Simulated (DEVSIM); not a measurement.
Structure: Ru/SiO2/p-Ge capacitor, at 300 K.

```csv
layer (left to right),material,thickness (nm),Na (cm⁻³)
1,SiO2,3.40,-
2,Ge,620,4.6e16
```

Metal gate on the left, work function 4.7 eV. Fixed charge at the semiconductor interface 0 cm⁻² (in units of +e); no interface traps.

This is a model device: material constants are rounded textbook-type values typed into the input, and sizes, dopings and lifetimes were drawn at random. Values at 300 K.

```
parameter      SiO2       Ge
-------------  ----  -------
gap (eV)          9    0.664
affinity (eV)   0.9        4
permittivity    3.9       16
Nc (cm⁻³)         -  1.04e19
Nv (cm⁻³)         -     6e18
```

DEVSIM, 1D Poisson equation in equilibrium, Boltzmann statistics, complete ionisation; no quantum confinement or tunnelling. Metal contacts follow the ideal Schottky-Mott rule: no Fermi-level pinning, no interface dipoles.

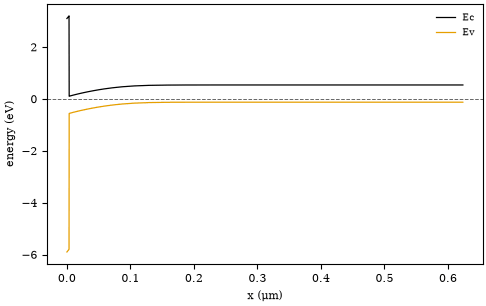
Band edges at 0.7 V on the gate

Energies count from the Fermi level of the right contact; mesh points crowd at the junctions.

| x (μm) | Ec (eV) | Ev (eV) | n (cm⁻³) | p (cm⁻³) | field (V/cm) |
|---|---|---|---|---|---|
| 0.000 | 3.100 | -5.900 | < 1e2 | < 1e2 | 300000 |
| 0.0007856 | 3.124 | -5.876 | < 1e2 | < 1e2 | 300000 |
| 0.001671 | 3.151 | -5.849 | < 1e2 | < 1e2 | 300000 |
| 0.002590 | 3.178 | -5.822 | < 1e2 | < 1e2 | 300000 |
| 0.003568 | 0.104 | -0.560 | 1.9e17 | 2.3e9 | 73000 |
| 0.004684 | 0.112 | -0.552 | 1.4e17 | 3.2e9 | 71000 |
| 0.006582 | 0.125 | -0.539 | 8.3e16 | 5.2e9 | 67000 |
| 0.01201 | 0.160 | -0.504 | 2.2e16 | 2.0e10 | 62000 |
| 0.01959 | 0.204 | -0.460 | 3.8e15 | 1.1e11 | 57000 |
| 0.03412 | 0.281 | -0.383 | 2.0e14 | 2.2e12 | 49000 |
| 0.05884 | 0.387 | -0.277 | 3.3e12 | 1.3e14 | 36000 |
| 0.1295 | 0.523 | -0.141 | 1.7e10 | 2.6e16 | 6100 |
| 0.2283 | 0.538 | -0.126 | 9.6e9 | 4.6e16 | 88 |
| 0.3871 | 0.538 | -0.126 | 9.5e9 | 4.6e16 | ≈ 0 |
| 0.5153 | 0.538 | -0.126 | 9.5e9 | 4.6e16 | ≈ 0 |
| 0.5651 | 0.538 | -0.126 | 9.5e9 | 4.6e16 | ≈ 0 |
| 0.5911 | 0.538 | -0.126 | 9.5e9 | 4.6e16 | ≈ 0 |
| 0.6063 | 0.538 | -0.126 | 9.5e9 | 4.6e16 | ≈ 0 |
| 0.6162 | 0.538 | -0.126 | 9.5e9 | 4.6e16 | ≈ 0 |
| 0.6200 | 0.538 | -0.126 | 9.5e9 | 4.6e16 | ≈ 0 |
| 0.6221 | 0.538 | -0.126 | 9.5e9 | 4.6e16 | ≈ 0 |
| 0.6234 | 0.538 | -0.126 | 9.5e9 | 4.6e16 | ≈ 0 |
